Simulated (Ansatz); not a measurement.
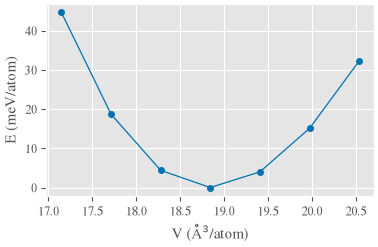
Figure. GaAs (NiAs type, P6_3/mmc) under volume change, DFT-PBEsol in the program Ansatz with PAW potentials, shape and atoms relaxed at each volume.

Task: What does a third-order Birch–Murnaghan fit give for V₀, B₀ and B′?

Result: V₀ = 18.84 Å³/atom, B₀ = 79.0 GPa, B′ = 4.7.

The start of the workflow was typed in or built on a structure type; neither database checked (COD, Materials Project) lists it. It is not the phase usual at ambient conditions (space group No. 216). The PBEsol relaxation kept the symmetry of its start; of distortions, only those at the zone centre were tested.

Potentials: the later of the program's two PAW sets.
